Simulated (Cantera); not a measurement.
A closed system holds: 1 mol Si, 0.58 mol Cl₂, 2.7 mol H₂, 1.2 mol HCl, held at 1 atm.

Cantera equilibrium calculation (NASA polynomials, part measured and part estimated; ideal gas, pure solids and liquids). Candidate condensed phases: Si; 19 gas species. The tables' values for SiCl₃ are old estimates; treat these amounts as uncertain. Kinetics and transport are ignored.

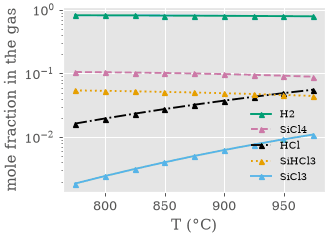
Figure. Equilibrium gas composition (values under 1e-9 drawn at 1e-9)

**Question.** Read off the mole fractions at 825 °C.

**Answer.** H₂ about 0.81, SiCl₄ about 0.10, SiHCl₃ about 0.052, HCl about 0.023, SiCl₃ about 0.0032.
